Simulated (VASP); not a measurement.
Energy against volume of CsPbCl₃ (cubic perovskite). These are r2SCAN+rVV10, VASP's PBE PAW potentials (set 64) (plane waves; VASP) values and carry that method's errors.

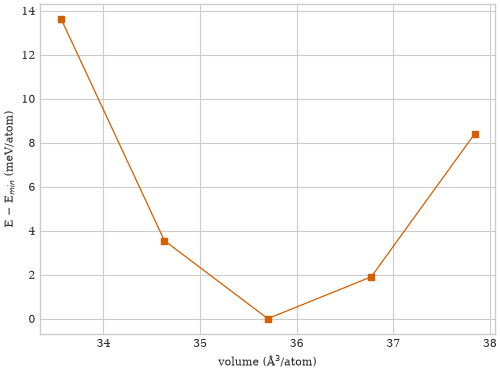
Energy against volume

Task: Estimate the equilibrium volume and the bulk modulus.

Result: The minimum lies near 35.8 Å³/atom, and the curvature gives B0 of about 27 GPa.

The compound is CsPbCl3 in the cubic perovskite structure, the ideal cubic form; the compound distorts at low or room temperature. It was relaxed first.
